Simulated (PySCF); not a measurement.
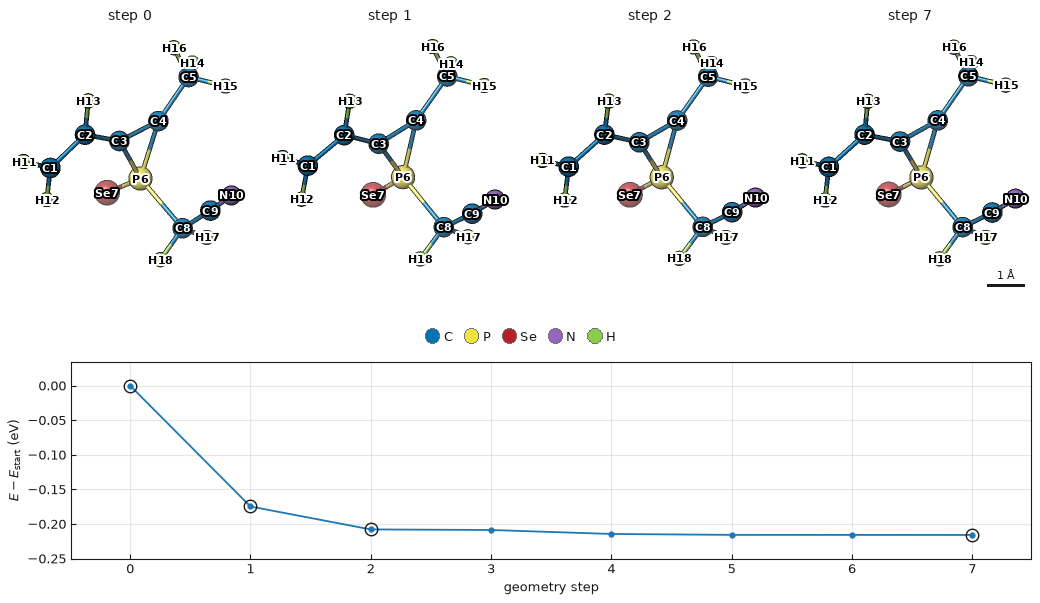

Frames of a relaxation of C7H8NPSe, marked on the history of the run. A ball-and-stick model, seen at a tilt.

The start comes from GFN2-xTB. Its atoms were then displaced at random by about 0.01 Å.

Method: PBE0-D3(BJ)/def2-SVP geometry optimisation, gas phase (PySCF 2.14.0, density-fitted response routines). 

What happens along the run?

After 7 geometry steps the energy has fallen by 0.216 eV. The largest move after the best rigid fit is that of N10, 0.14 Å. Largest moves by element: N 0.14 Å, Se 0.08 Å, C 0.07 Å, H 0.05 Å, P 0.05 Å. Among the contacts that change: C3–P6 1.822 → 1.768 Å, C3–C4 1.383 → 1.343 Å, C1–H12 1.054 → 1.094 Å, C2–C3 1.409 → 1.441 Å. Among the angles between lasting bonds that change: C3–C4–C5 139.8° → 143.7°, P6–C8–C9 109.2° → 112.8°, H17–C8–H18 110.7° → 107.4°. Cost: 4.3 min on 1 thread of Arm Neoverse V1 (shared host). From step 0 to 1: Se7 moves most (0.18 Å), energy −0.175 eV. From step 1 to 2: H12 moves most (0.11 Å), energy −0.033 eV. From step 2 to 7: Se7 moves most (0.05 Å), energy −0.008 eV.

```
step  E − E(0), eV
   0        0.0000
   1       -0.1747
   2       -0.2078
   3       -0.2086
   4       -0.2144
   5       -0.2157
   6       -0.2157
   7       -0.2158
```
